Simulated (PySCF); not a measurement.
# CH₉GeNSi: electronic excitations at several levels of theory, part 2 of 2

PySCF 2.14.0. Atoms count from 0. Earlier steps stand in the parts before.

## 9. Excited states and response: LC-wPBE/def2-SVPD

The job: settings as JSON, then the geometry in Å.

```
{"job": {"kind": "uv", "xc": "LC-wPBE", "basis": "def2-SVPD", "ip": true}, "charge": 0, "multiplicity": 1}
N     -1.229987     0.750712     0.937190
C     -1.427399     0.000659    -0.290107
Ge     0.195967    -1.073803    -0.609737
Si     1.969273     0.398619    -0.011553
H     -1.209794     0.133514     1.746344
H     -1.986081     1.413802     1.096465
H     -1.491665     0.707224    -1.133831
H     -2.338384    -0.630048    -0.333029
H      0.259188    -1.573334    -2.067803
H      0.185615    -2.312799     0.316136
H      3.285927    -0.096305    -0.526368
H      2.076572     0.518226     1.473284
H      1.715980     1.745467    -0.608067
```

Level: TDDFT LC-wPBE/def2-SVPD, vertical, gas phase, core orbitals frozen in the response.

What it wrote:

```text
coarse grid: 46376 points
cycle   1  E = -2463.8814629181  dE = -6.561e-01  |g| = 4.748e-01  |ddm| = 3.954e+00
cycle   2  E = -2463.9044422698  dE = -2.298e-02  |g| = 4.047e-01  |ddm| = 1.062e+00
cycle   3  E = -2463.9226688793  dE = -1.823e-02  |g| = 3.867e-02  |ddm| = 3.614e-01
cycle   4  E = -2463.9231875557  dE = -5.187e-04  |g| = 8.306e-03  |ddm| = 1.220e-01
cycle   5  E = -2463.9232286247  dE = -4.107e-05  |g| = 1.945e-03  |ddm| = 5.129e-02
cycle   6  E = -2463.9232309574  dE = -2.333e-06  |g| = 9.506e-04  |ddm| = 1.088e-02
final grid: 95512 points
cycle   7  E = -2463.9231918644  dE = -5.919e-07  |g| = 9.285e-04  |ddm| = 4.764e-03
cycle   8  E = -2463.9231919842  dE = -1.198e-07  |g| = 7.429e-04  |ddm| = 2.283e-03
cycle   9  E = -2463.9231921086  dE = -1.244e-07  |g| = 7.117e-05  |ddm| = 8.813e-04
cycle  10  E = -2463.9231921134  dE = -4.826e-09  |g| = 4.896e-05  |ddm| = 5.841e-04
cycle  11  E = -2463.9231921143  dE = -8.295e-10  |g| = 4.156e-06  |ddm| = 2.567e-04
converged SCF energy = -2463.9231921143

Static polarisability (au): isotropic 83.064, principal 72.690 83.661 92.841

Singlet excitations
state   eV       nm        f      main configurations
  1   6.6770    185.7   0.00654   H->L 0.38, H->L+2 0.33
  2   7.4714    165.9   0.03438   H->L+3 0.25, H-1->L+3 0.24, H-1->L 0.18
  3   7.6437    162.2   0.04480   H-1->L+2 0.23, H-1->L+3 0.12, H->L+3 0.10
  4   7.7223    160.6   0.00309   H->L 0.24, H->L+1 0.22, H->L+4 0.12
  5   7.9058    156.8   0.09795   H-1->L 0.25, H->L+2 0.21, H->L+1 0.12
  6   8.0784    153.5   0.01856   H->L+3 0.21, H-1->L 0.13, H-1->L+3 0.12
  7   8.2160    150.9   0.36937   H-1->L+1 0.34, H->L+2 0.10, H-1->L+3 0.09
  8   8.2752    149.8   0.03805   H->L+4 0.22, H->L+5 0.14, H->L+6 0.13
  9   8.3790    148.0   0.20430   H-1->L+2 0.16, H->L+8 0.12, H->L+3 0.11
 10   8.6204    143.8   0.06367   H-2->L 0.29, H-1->L+1 0.18, H-2->L+2 0.12

Triplet excitations (Tamm-Dancoff, eV): 6.3153 6.6036 6.6787 7.0411
Vertical ionisation energy (delta-SCF) = 9.3965 eV
```

Run time: 1.7 min. Hardware: 1 thread of Arm Neoverse V1, shared host; peak memory 0.83 GiB.

In short: HOMO -9.78 eV, LUMO 1.99 eV; lowest singlet 6.68 eV.

## 10. Excited states and response: PBE0/6-31G*

Same as in step 9 but for these lines:

```diff
@@ -1,2 +1,2 @@
-{"job": {"kind": "uv", "xc": "LC-wPBE", "basis": "def2-SVPD", "ip": true}, "charge": 0, "multiplicity": 1}
+{"job": {"kind": "uv", "xc": "PBE0", "basis": "6-31G*"}, "charge": 0, "multiplicity": 1}
 N     -1.229987     0.750712     0.937190
```

Level: TDDFT PBE0/6-31G*, vertical, gas phase, core orbitals frozen in the response.

What it wrote:

```text
coarse grid: 46376 points
cycle   1  E = -2463.9007257481  dE = -6.128e-01  |g| = 4.552e-01  |ddm| = 3.058e+00
cycle   2  E = -2463.8852700511  dE =  1.546e-02  |g| = 5.356e-01  |ddm| = 7.713e-01
cycle   3  E = -2463.9346585644  dE = -4.939e-02  |g| = 4.489e-02  |ddm| = 4.787e-01
cycle   4  E = -2463.9351087829  dE = -4.502e-04  |g| = 1.651e-02  |ddm| = 5.918e-02
cycle   5  E = -2463.9351512546  dE = -4.247e-05  |g| = 3.477e-03  |ddm| = 1.397e-02
cycle   6  E = -2463.9351532705  dE = -2.016e-06  |g| = 5.419e-04  |ddm| = 3.942e-03
final grid: 95512 points
cycle   7  E = -2463.9351352712  dE = -1.896e-08  |g| = 6.090e-04  |ddm| = 1.672e-03
cycle   8  E = -2463.9351352443  dE =  2.685e-08  |g| = 7.735e-04  |ddm| = 1.293e-03
cycle   9  E = -2463.9351353523  dE = -1.080e-07  |g| = 4.343e-05  |ddm| = 6.118e-04
cycle  10  E = -2463.9351353529  dE = -6.685e-10  |g| = 9.400e-06  |ddm| = 7.606e-05
converged SCF energy = -2463.9351353529

Static polarisability (au): isotropic 70.920, principal 60.240 71.581 80.940

Singlet excitations
state   eV       nm        f      main configurations
  1   6.3020    196.7   0.00237   H->L 0.86, H->L+2 0.10
  2   6.6664    186.0   0.00069   H->L+2 0.81, H->L 0.12
  3   6.8386    181.3   0.03448   H->L+1 0.94
  4   7.4047    167.4   0.05441   H-1->L 0.80, H-1->L+1 0.10
  5   7.5721    163.7   0.05253   H->L+3 0.86
  6   7.7130    160.7   0.02605   H-1->L+2 0.54, H-1->L+1 0.39
  7   7.9639    155.7   0.29401   H-1->L+1 0.35, H-1->L+2 0.26, H-2->L 0.18
  8   8.1238    152.6   0.00470   H->L+4 0.82, H-2->L 0.11
  9   8.3248    148.9   0.29794   H-2->L 0.53, H->L+4 0.09, H-3->L 0.09
 10   8.4515    146.7   0.04277   H->L+5 0.76

Triplet excitations (Tamm-Dancoff, eV): 5.9946 6.3929 6.5672 6.6319
```

Wall time 10 s (1 thread of Arm Neoverse V1, shared host); peak memory 0.54 GiB.

This run: HOMO -6.72 eV, LUMO 0.79 eV; lowest singlet 6.30 eV.

## 11. Ultraviolet spectrum: PBE0/def2-SVP

Same as in step 10 but for these lines:

```diff
@@ -1,2 +1,2 @@
-{"job": {"kind": "uv", "xc": "PBE0", "basis": "6-31G*"}, "charge": 0, "multiplicity": 1}
+{"job": {"kind": "uv", "xc": "PBE0", "basis": "def2-SVP"}, "charge": 0, "multiplicity": 1}
 N     -1.229987     0.750712     0.937190
```

Level: TDDFT PBE0/def2-SVP, vertical, gas phase, core orbitals frozen in the response.

What it wrote:

```text
coarse grid: 46376 points
cycle   1  E = -2463.7921244437  dE = -6.427e-01  |g| = 4.385e-01  |ddm| = 3.311e+00
cycle   2  E = -2463.7787545355  dE =  1.337e-02  |g| = 5.105e-01  |ddm| = 7.801e-01
cycle   3  E = -2463.8241841662  dE = -4.543e-02  |g| = 4.600e-02  |ddm| = 4.848e-01
cycle   4  E = -2463.8246572495  dE = -4.731e-04  |g| = 1.698e-02  |ddm| = 6.469e-02
cycle   5  E = -2463.8247051778  dE = -4.793e-05  |g| = 3.398e-03  |ddm| = 1.622e-02
cycle   6  E = -2463.8247072736  dE = -2.096e-06  |g| = 4.743e-04  |ddm| = 4.128e-03
final grid: 95512 points
cycle   7  E = -2463.8246633309  dE = -3.273e-08  |g| = 4.890e-04  |ddm| = 1.715e-03
cycle   8  E = -2463.8246633211  dE =  9.815e-09  |g| = 6.023e-04  |ddm| = 1.114e-03
cycle   9  E = -2463.8246633856  dE = -6.459e-08  |g| = 4.019e-05  |ddm| = 5.190e-04
cycle  10  E = -2463.8246633862  dE = -5.143e-10  |g| = 7.104e-06  |ddm| = 6.215e-05
converged SCF energy = -2463.8246633862

Static polarisability (au): isotropic 75.689, principal 66.309 76.471 84.288

Singlet excitations
state   eV       nm        f      main configurations
  1   6.2249    199.2   0.00363   H->L 0.88
  2   6.5891    188.2   0.01415   H->L+1 0.88
  3   7.0042    177.0   0.00525   H->L+2 0.77, H->L+3 0.13
  4   7.3094    169.6   0.02518   H->L+3 0.79, H->L+2 0.16
  5   7.4000    167.5   0.04968   H-1->L 0.89
  6   7.5570    164.1   0.02753   H-1->L+1 0.93
  7   7.9936    155.1   0.03507   H->L+4 0.93
  8   8.1108    152.9   0.00574   H->L+5 0.83
  9   8.1751    151.7   0.01884   H-2->L 0.62, H-1->L+2 0.14
 10   8.2726    149.9   0.02124   H->L+7 0.45, H->L+8 0.22, H->L+6 0.17

Triplet excitations (Tamm-Dancoff, eV): 5.9049 6.3408 6.5310 6.6262
```

Wall time 14 s (1 thread of Arm Neoverse V1, shared host); peak memory 0.62 GiB.

Key values: HOMO -6.82 eV, LUMO 0.73 eV; lowest singlet 6.22 eV.

## 12. TDDFT and polarisability: PBE0/def2-TZVP

Same as in step 11 but for these lines:

```diff
@@ -1,2 +1,2 @@
-{"job": {"kind": "uv", "xc": "PBE0", "basis": "def2-SVP"}, "charge": 0, "multiplicity": 1}
+{"job": {"kind": "uv", "xc": "PBE0", "basis": "def2-TZVP"}, "charge": 0, "multiplicity": 1}
 N     -1.229987     0.750712     0.937190
```

With the program's defaults for keys left out, this is: TDDFT PBE0/def2-TZVP, vertical, gas phase, core orbitals frozen in the response.

What it wrote:

```text
coarse grid: 46376 points
cycle   1  E = -2464.2448021309  dE = -6.155e-01  |g| = 6.864e-01  |ddm| = 2.510e+00
cycle   2  E = -2464.2154463030  dE =  2.936e-02  |g| = 8.257e-01  |ddm| = 7.882e-01
cycle   3  E = -2464.2937908876  dE = -7.834e-02  |g| = 6.464e-02  |ddm| = 4.913e-01
cycle   4  E = -2464.2946096186  dE = -8.187e-04  |g| = 2.699e-02  |ddm| = 6.453e-02
cycle   5  E = -2464.2947473808  dE = -1.378e-04  |g| = 5.260e-03  |ddm| = 2.085e-02
cycle   6  E = -2464.2947521642  dE = -4.783e-06  |g| = 8.557e-04  |ddm| = 4.851e-03
final grid: 95512 points
cycle   7  E = -2464.2947304871  dE = -4.153e-08  |g| = 9.664e-04  |ddm| = 2.474e-03
cycle   8  E = -2464.2947304118  dE =  7.529e-08  |g| = 1.288e-03  |ddm| = 1.601e-03
cycle   9  E = -2464.2947306944  dE = -2.826e-07  |g| = 9.666e-05  |ddm| = 7.807e-04
cycle  10  E = -2464.2947306968  dE = -2.442e-09  |g| = 9.983e-06  |ddm| = 9.925e-05
cycle  11  E = -2464.2947306968  dE = -2.728e-11  |g| = 4.083e-06  |ddm| = 9.900e-06
converged SCF energy = -2464.2947306968

Static polarisability (au): isotropic 83.242, principal 71.972 83.910 93.843

Singlet excitations
state   eV       nm        f      main configurations
  1   6.0272    205.7   0.00470   H->L 0.85
  2   6.5238    190.0   0.00643   H->L+1 0.84, H->L 0.10
  3   6.7581    183.5   0.00894   H->L+2 0.69, H->L+3 0.18
  4   6.8879    180.0   0.04402   H->L+3 0.74, H->L+2 0.22
  5   7.0994    174.6   0.04699   H-1->L 0.91
  6   7.3592    168.5   0.03001   H-1->L+1 0.89
  7   7.6358    162.4   0.01592   H->L+4 0.39, H-1->L+3 0.32, H-1->L+2 0.19
  8   7.6978    161.1   0.01495   H->L+4 0.33, H->L+5 0.30, H-1->L+3 0.24
  9   7.7459    160.1   0.18835   H->L+5 0.35, H-1->L+2 0.29, H->L+4 0.19
 10   7.8483    158.0   0.18415   H-1->L+2 0.32, H-1->L+3 0.31, H->L+5 0.23

Triplet excitations (Tamm-Dancoff, eV): 5.7129 6.1697 6.3048 6.4899
```

It took 29 s on 1 thread of Arm Neoverse V1, shared host; peak memory 0.9 GiB.

This run: HOMO -7.00 eV, LUMO 0.38 eV; lowest singlet 6.03 eV.

## 13. Comparing the runs: electronic excitations

Excitations and ground-state properties, with basis size and wall time:

| run | lowest singlet (eV) | brightest (eV) | f | gap (eV) | α (Å³) | μ (D) | functions | time |
| --- | --- | --- | --- | --- | --- | --- | --- | --- |
| PBE/def2-SVPD | 5.14 | 6.41 | 0.039 | 5.08 | 13.32 | 1.97 | 174 | 79 s |
| B3LYP/def2-SVPD | 5.75 | 7.34 | 0.293 | 6.76 | 12.90 | 1.92 | 174 | 59 s |
| PBE0/def2-SVPD | 5.95 | 7.55 | 0.333 | 7.22 | 12.79 | 1.95 | 174 | 79 s |
| BHandHLYP/def2-SVPD | 6.46 | 7.83 | 0.329 | 9.15 | 12.38 | 1.90 | 174 | 69 s |
| CAM-B3LYP/def2-SVPD | 6.12 | 7.73 | 0.248 | 9.38 | 12.66 | 1.90 | 174 | 85 s |
| wB97X-D/def2-SVPD | 6.32 | 7.83 | 0.269 | 10.74 | 12.65 | 1.94 | 174 | 75 s |
| LC-wPBE/def2-SVPD | 6.68 | 8.22 | 0.369 | 11.77 | 12.31 | 1.92 | 174 | 1.7 min |
| PBE0/6-31G* | 6.30 | 8.32 | 0.298 | 7.51 | 10.51 | 2.22 | 96 | 10 s |
| PBE0/def2-SVP | 6.22 | 7.40 | 0.050 | 7.55 | 11.22 | 2.16 | 123 | 14 s |
| PBE0/def2-TZVP | 6.03 | 7.75 | 0.188 | 7.38 | 12.34 | 2.02 | 201 | 29 s |

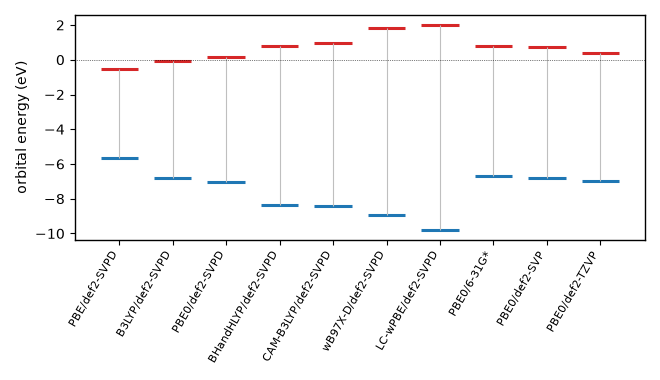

HOMO (blue) and LUMO (red) run by run.

## 14. Outcome

The summary covers parts 1 to 2.

| quantity | value |
| --- | --- |
| point group | C1 |
| rotational constants (main isotopes) | 3.88, 2.61, 1.70 GHz |
| lowest singlet (PBE/def2-SVPD) | 5.14 eV (241 nm), f = 0.006 |
| brightest single state of those computed | state 6, 6.41 eV, f = 0.039 |
| lowest triplet | 4.97 eV |
| vertical ionisation energy (ΔSCF) | 8.77 eV |
| range of the lowest singlet | 5.14 to 6.68 eV |

Single values in the summary come from the first run of each kind that ended normally (PBE/def2-SVPD), which need not be the best level. The optimisation took 12 steps and gained 0.230 eV; among the close pairs (by a distance rule), Si3–H10 changed most, from 1.430 to 1.498 Å. The first singlet state (HOMO→LUMO 0.99) lies at 5.14 eV and is weak; of the 10 states computed, the strongest absorption comes from state 6 at 6.41 eV. The lowest triplet lies 0.16 eV below the lowest singlet (triplets in Tamm-Dancoff, singlets in full TDDFT). ΔSCF puts the ionisation energy at 8.77 eV, 3.13 eV above −ε(HOMO). The lowest singlet runs from 5.14 eV (PBE/def2-SVPD) to 6.68 eV (LC-wPBE/def2-SVPD), while the orbital gap spans 5.08 to 11.77 eV. The lowest state need not be the same one in every run. The runs solved for a few states only, so the brightest column depends on that window.
